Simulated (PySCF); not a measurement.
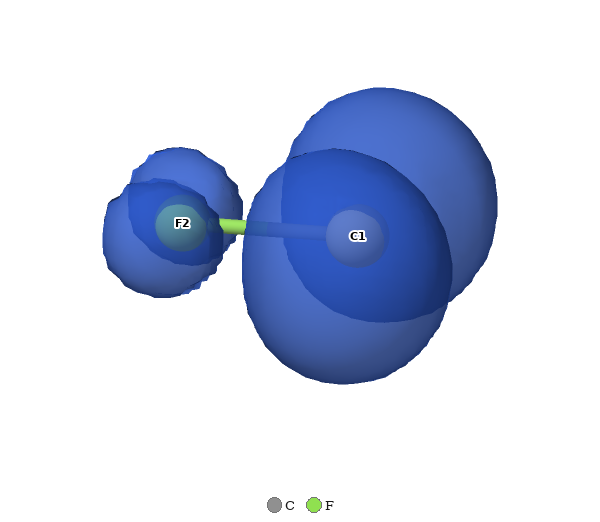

The picture shows: CF (doublet). Isosurfaces of the spin density at +0.05 (blue) and −0.05 e/Å³ (red), seen from one side.

These are results of PBE0/def2-TZVP, non-relativistic Hamiltonian with scalar-relativistic core potentials where named, at a bond length of 1.270 Å (PySCF), not measurements.

### Where is the unpaired spin?

The unpaired spin (1 electron) lies mostly on C1 (about 0.9) and F2 (about 0.1), in electrons by Hirshfeld's partition. Only one sign reaches the isovalue.
